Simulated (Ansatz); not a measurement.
Reaction (SMILES): C#N (CH-N) → [C]#N (C-N) + H atom
B3LYP-D3(BJ)/def2-TZVP geometries, fixed; electronic energies without zero-point terms.

Basis-set convergence of the bond dissociation energy at MP2 with Ansatz (an electronic-structure program). Cartesian d functions, on some or all atoms, in 6-31G**, 6-31+G*; all else is spherical. Cores are frozen. The T1 diagnostic of CCSD is high for at least one species. An unrestricted Hartree-Fock determinant is markedly spin-contaminated. Open shells are unrestricted. No added dispersion term, no relativity. Functions are those of the species that has most. Reference: Hartree-Fock in aug-cc-pVQZ plus the correlation part extrapolated as X^-3 from aug-cc-pVTZ and aug-cc-pVQZ, 154.63 kcal/mol, itself unsure by roughly 0.46 kcal/mol (a third of the extrapolation step and of the last Hartree-Fock step). Deviations are taken from unrounded values.

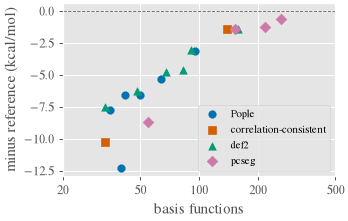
Deviation from the reference against the number of basis functions, by family of sets.

| basis | functions | bond dissociation energy (kcal/mol) | minus reference (kcal/mol) |
|---|---|---|---|
| cc-pVDZ | 33 | 144.38 | -10.25 |
| def2-SVP | 33 | 147.14 | -7.49 |
| 6-31G** | 35 | 146.85 | -7.78 |
| 6-31+G* | 40 | 142.32 | -12.31 |
| 6-311G** | 42 | 148.08 | -6.55 |
| def2-SVPD | 48 | 148.34 | -6.29 |
| 6-311+G** | 50 | 148.04 | -6.59 |
| aug-pcseg-1 | 55 | 145.89 | -8.74 |
| 6-311++G(2d,2p) | 64 | 149.31 | -5.32 |
| def2-TZVP | 68 | 149.87 | -4.76 |
| def2-TZVPD | 83 | 150.03 | -4.60 |
| def2-TZVPPD | 91 | 151.54 | -3.09 |
| 6-311++G(3df,3pd) | 96 | 151.48 | -3.15 |
| cc-pVQZ | 140 | 153.18 | -1.45 |
| pcseg-3 | 153 | 153.23 | -1.40 |
| def2-QZVPPD | 159 | 153.24 | -1.39 |
| aug-pcseg-3 | 219 | 153.37 | -1.26 |
| pcseg-4 | 263 | 154.00 | -0.63 |
